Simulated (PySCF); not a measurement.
Vertical excitations of a molecule C3H6O3 from TDDFT-B3LYP/def2-SVPD run with PySCF, as energy in eV (oscillator strength): 7.03 (0.000), 7.60 (0.018), 7.94 (0.000), 8.10 (0.023), 8.36 (0.005), 8.46 (0.230), 8.61 (0.030), 8.67 (0.026), 8.79 (0.000), 8.91 (0.044). Lowest triplet (TDA): 6.58 eV. Coordinates come from a PBE0-D3(BJ)/def2-SVP optimisation. Other conformers were not sampled.

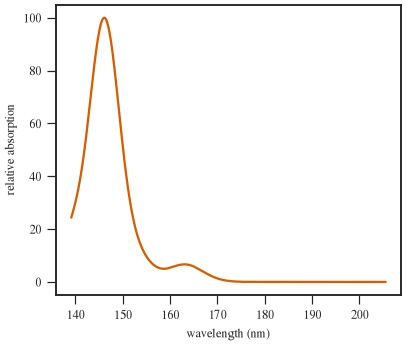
Figure: The lines broadened by 0.4 eV.

Identify the compound among the candidates.
A. COC1OCO1
B. OCC1OCO1
C. C1OCOCO1
D. COC(=O)OC

D, COC(=O)OC
